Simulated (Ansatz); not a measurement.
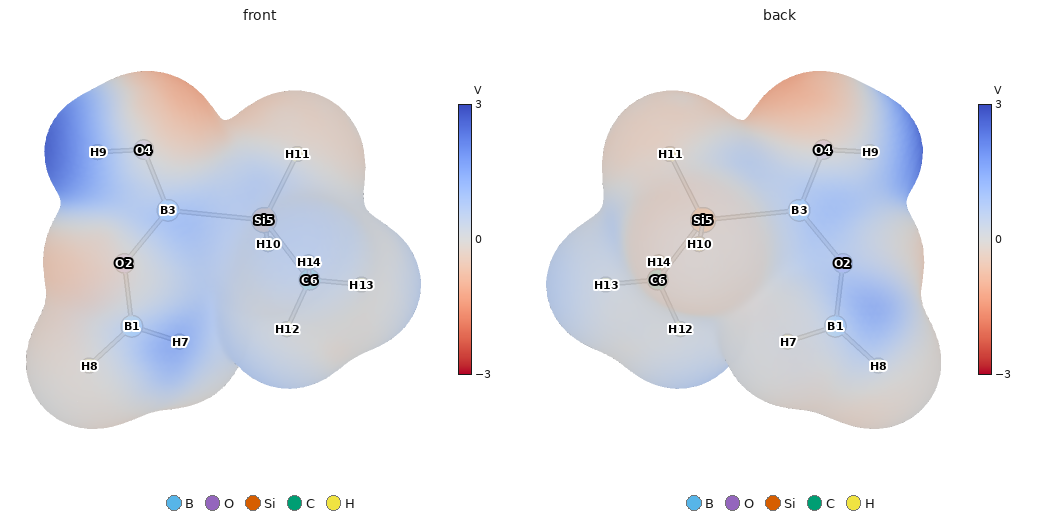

Figure 1: CH8B2O2Si. The electrostatic potential painted on the density surface at 0.002 e/bohr³, seen from the front and from behind; red is negative and blue positive.

These are results of RKS revPBE-D4/def2-SVP in Ansatz, not measurements.

The calculation's input:

```
crystal:
  periodic: [false, false, false]
  atoms:
    - { symbol: B, position_ang: [-2.0821, 0.005, 0.8023] }
    - { symbol: O, position_ang: [-1.2126, 1.1427, 0.4834] }
    - { symbol: B, position_ang: [-0.562, 0.7658, -0.7702] }
    - { symbol: O, position_ang: [-1.0113, 1.1762, -2.0506] }
    - { symbol: Si, position_ang: [1.1955, -0.1468, -0.7128] }
    - { symbol: C, position_ang: [1.6837, -0.4378, 1.0775] }
    - { symbol: H, position_ang: [-1.7551, -0.8398, 1.4875] }
    - { symbol: H, position_ang: [-3.2058, 0.1013, 0.3892] }
    - { symbol: H, position_ang: [-1.6496, 0.42, -2.2819] }
    - { symbol: H, position_ang: [1.0983, -1.4197, -1.3855] }
    - { symbol: H, position_ang: [2.1989, 0.7061, -1.3186] }
    - { symbol: H, position_ang: [0.9498, -1.1016, 1.578] }
    - { symbol: H, position_ang: [2.6267, -0.9232, 1.0889] }
    - { symbol: H, position_ang: [1.7126, 0.5226, 1.6416] }
basis:
  gaussian: { orbitals: def2-SVP }
hamiltonian:
  xc: revpbe
  dispersion: d4
relax:
  f_tol: 0.02
  max_steps: 50
output:
  orbitals: {}
```

Run with:

```sh
ansatz run input.yaml --threads 2 --pin off --max-ram 3072MiB --backend cpu --events-out ev --progress --plain --runs-dir out
```

The fields are those of the relaxed geometry.

Describe the electrostatic potential map.

Answer. The most negative region (about −1.1 V) lies over O4, the most positive (about +2.4 V) over H9. O4 is the likeliest acceptor of a hydrogen bond.
